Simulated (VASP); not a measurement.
Band structure of TaC (rock salt). All values below come from LDA (Ceperley-Alder, Perdew-Zunger), VASP's LDA PAW potentials (set 64) (plane waves; VASP).

Unless said otherwise, spin-orbit coupling is left out, though it shifts the bands of the heavy elements here.

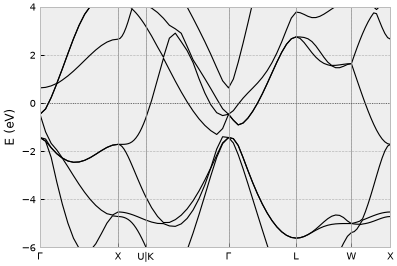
Figure: Bands along high-symmetry lines, zero at the valence-band maximum or, without a gap, the Fermi level

**Question.** Read the plot: is there a gap, and where are the band edges?

**Answer.** It has no gap at this level: it comes out as a metal or semimetal. (Edges off the drawn lines would not show.)

The compound is TaC in the rock salt structure. It was relaxed first. The electron count is odd and the run is not spin-polarised, which forces a metal.
